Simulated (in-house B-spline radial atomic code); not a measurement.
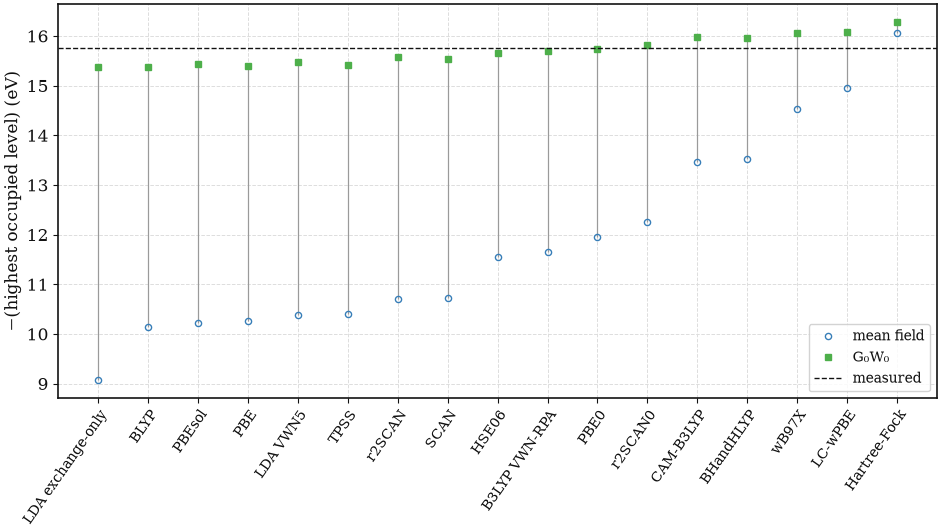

Binding energy of the highest level (3p) of neutral argon ([Ne] 3s² 3p⁶) on 17 mean-field starts and after G₀W₀. All-electron spherical atom, scalar X2C, no spin-orbit coupling, Breit or QED terms; computed with a B-spline radial code.

How much does the result depend on the start?

Answer. The mean-field values spread from 9.07 eV (LDA exchange-only) to 16.06 eV (Hartree-Fock); after G₀W₀ they lie between 15.37 eV (BLYP) and 16.29 eV (Hartree-Fock), so the spread shrinks from 7.00 to 0.92 eV. The measured removal energy is 15.76 eV; the nearest G₀W₀ value is that on PBE0 (15.74 eV).

| Start | Mean field (eV) | G₀W₀ (eV) | RPA correlation (hartree) |
| --- | --- | --- | --- |
| LDA exchange-only | 9.07 | 15.38 | −1.117 |
| BLYP | 10.14 | 15.37 | −1.117 |
| PBEsol | 10.23 | 15.43 | −1.116 |
| PBE | 10.27 | 15.40 | −1.115 |
| LDA VWN5 | 10.39 | 15.48 | −1.118 |
| TPSS | 10.40 | 15.41 | −1.104 |
| r2SCAN | 10.71 | 15.58 | −1.089 |
| SCAN | 10.72 | 15.54 | −1.088 |
| HSE06 | 11.54 | 15.66 | −1.078 |
| B3LYP VWN-RPA | 11.65 | 15.69 | −1.081 |
| PBE0 | 11.96 | 15.74 | −1.071 |
| r2SCAN0 | 12.25 | 15.82 | −1.055 |
| CAM-B3LYP | 13.46 | 15.99 | −1.052 |
| BHandHLYP | 13.53 | 15.96 | −1.034 |
| wB97X | 14.53 | 16.06 | −1.036 |
| LC-wPBE | 14.95 | 16.07 | −1.038 |
| Hartree-Fock | 16.06 | 16.29 | −0.967 |
